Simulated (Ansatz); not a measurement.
# C3H5FO2: a ladder of functionals and wavefunction methods

Aim: compute C3H5FO2 with functionals from several rungs and with coupled cluster, and see how far each lands from CCSD(T) at the basis-set limit for the atomisation energy.

Method: functionals in def2-TZVPP, the program's frozen cores in correlated methods; program: Ansatz 0.2.0, Gaussian basis.

Plan: PBE-D4, r2SCAN-D4, PBE0-D4, B3LYP-D4, ωB97X-V, ωB97M-V, B2PLYP; CCSD(T)/def2-TZVPP; MP2/def2-QZVPP; extrapolation to the limit.

### Step 1. The relaxed structure

An earlier PBE0-D4 in a triple-zeta def2 set relaxation fixed the geometry.

SMILES `OC1(O)CC1F`, 11 atoms, charge 0, spin multiplicity 1.

Atoms are counted from 1 here; the program's logs count them from 0.

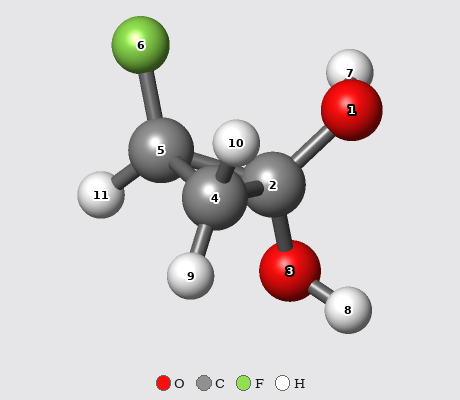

The geometry (oxygen red, carbon grey, fluorine green, hydrogen white); atoms are numbered from 1 in the order of the file.

### Step 2. PBE-D4 (GGA)

File in.yaml:

```yaml
crystal:
  periodic: [false, false, false]
  atoms:
    - {symbol: O, position_ang: [0.852249, -1.066195, -0.945045]}
    - {symbol: C, position_ang: [0.195754, -0.430561, 0.083108]}
    - {symbol: O, position_ang: [0.073943, -1.154766, 1.252624]}
    - {symbol: C, position_ang: [0.383091, 1.054347, 0.137876]}
    - {symbol: C, position_ang: [-0.950991, 0.459621, -0.223350]}
    - {symbol: F, position_ang: [-1.363185, 0.552321, -1.514983]}
    - {symbol: H, position_ang: [0.272640, -1.751249, -1.296044]}
    - {symbol: H, position_ang: [0.956191, -1.269407, 1.622945]}
    - {symbol: H, position_ang: [0.472651, 1.539094, 1.101637]}
    - {symbol: H, position_ang: [0.945608, 1.488139, -0.679419]}
    - {symbol: H, position_ang: [-1.772551, 0.521856, 0.481154]}
basis:
  gaussian: {orbitals: def2-TZVPP}
hamiltonian: {xc: pbe, dispersion: d4}
output: {forces: true, orbitals: {seedname: orbitals}}
```

On the command line:

```sh
> ansatz run in.yaml --threads 4 --pin off --events-out ev --progress --plain --max-ram 10444MiB
```

Further steps of the session: r2SCAN-D4 (meta-GGA); PBE0-D4 (hybrid); B3LYP-D4 (hybrid); ωB97X-V (range-separated); ωB97M-V (range-separated); B2PLYP (double hybrid); CCSD(T) in def2-TZVPP; MP2 in def2-QZVPP.

**Question.** What will the summary of the whole plan be? Wanted: atomisation energy, CCSD(T)/CBS; farthest; mean size of error, hybrid; mean size of error, range-separated; gap, smallest and largest; T1 diagnostic; triples share of the correlation energy.

**Answer**, as computed:

| quantity | value |
| --- | --- |
| atomisation energy, CCSD(T)/CBS | 1063.3 kcal/mol |
| functionals within 5.3 kcal/mol (0.5 %) | B3LYP-D4, ωB97X-V |
| farthest | PBE-D4 (+41.2 kcal/mol) |
| mean size of error, hybrid | 6.7 kcal/mol |
| mean size of error, range-separated | 4.9 kcal/mol |
| gap, smallest and largest | 6.40 eV (PBE-D4), 13.11 eV (ωB97X-V) |
| T1 diagnostic | 0.0110 |
| triples share of the correlation energy | 3.7 % |

**Reading.** PBE-D4 misses by +41.2 kcal/mol. Double hybrids carry the basis error of their MP2 part in triple zeta, and no dispersion term here, so their miss is partly the set-up's. The reference freezes the cores and leaves out relativity and excitations past (T), so misses under about 5.3 kcal/mol can't be ranked. Hartree-Fock recovers 69 % of the binding; the rest is correlation. Orbital gaps span 6.4 to 13.1 eV; exact exchange widens them.
